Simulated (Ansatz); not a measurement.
Start from SiO$_{2}$ (space group P3_221, No. 154; a = 4.9490 Å, c = 5.4415 Å). Axes: x lies along a and z along c of the hexagonal cell.

The change: the cell is stretched by 0.75 % along x with no lateral relaxation; the atoms relax in the strained cell.

Computed with plane-wave PAW DFT at the PBEsol level (Ansatz, a program for electronic structure, 420 eV), no SOC.

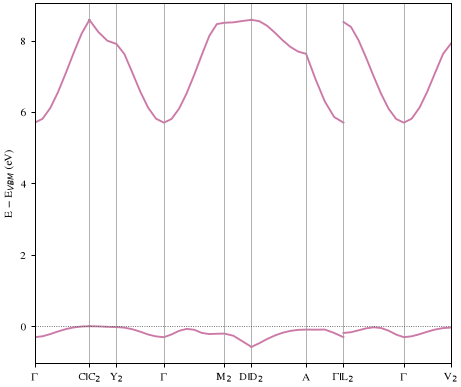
*Highest valence and lowest conduction band along the path of the changed cell's own zone*

The gap is 5.70 eV, indirect, C₂ → Γ; the base has 5.72 eV.

Gaps are Kohn–Sham eigenvalue differences; semilocal functionals usually give less than the measured gap. Whether these cells are dynamically stable was not tested. Labels are those of the standard path for the cell's own space group.
